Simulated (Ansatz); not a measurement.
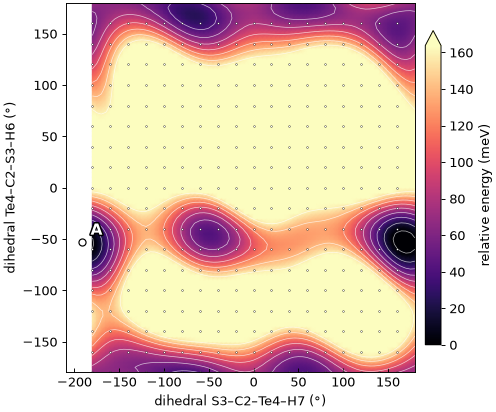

CH3FSTe, SMILES FC(S)[TeH]. First axis: dihedral S3–C2–Te4–H7. Second axis: dihedral Te4–C2–S3–H6. Nothing is relaxed (all other coordinates rigid). Grid: 18 × 18 points. Energies: meV, counted from the lowest grid point. All numbers below come from RKS B3LYP-D4/def2-SVP in Ansatz.

The picture shows a smooth colour map with a few white contour lines, dots at the grid points, one colour for all values above the top of the scale, the well A. Between grid points the surface is interpolated.

Q: Where is the minimum, and how stiff is the well along each coordinate? Take the well at A.

A: The interpolated minimum is at dihedral S3–C2–Te4–H7 ≈ −191°, dihedral Te4–C2–S3–H6 ≈ −53°. The curvatures there are about 0.42 eV/rad² and 0.57 eV/rad², with a cross term of about 0.092 eV/rad². Round the minimum the valley is somewhat tilted: raising dihedral S3–C2–Te4–H7 shifts the best value of dihedral Te4–C2–S3–H6 downwards (coupling k₁₂/√(k₁₁k₂₂) about 0.2).
